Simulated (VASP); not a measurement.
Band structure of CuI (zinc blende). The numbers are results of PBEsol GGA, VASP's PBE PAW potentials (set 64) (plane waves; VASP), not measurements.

Unless said otherwise, spin-orbit coupling is left out, though it shifts the bands of the heavy elements here.

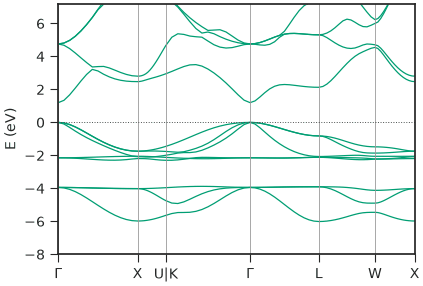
Figure: Bands along high-symmetry lines, zero at the valence-band maximum or, without a gap, the Fermi level

Problem. Read the plot: is there a gap, and where are the band edges?

Solution. The gap is direct, 1.20 eV, from the valence maximum at Γ to the conduction minimum at Γ. (Edges off the drawn lines would not show.)

Measured: gap 3.12 eV (computed value off by -1.92 eV), as given by Abedi et al., (2022), arXiv:2211.14644.

The compound is CuI in the zinc blende structure. It was relaxed first, which changed the volume by -5 %.
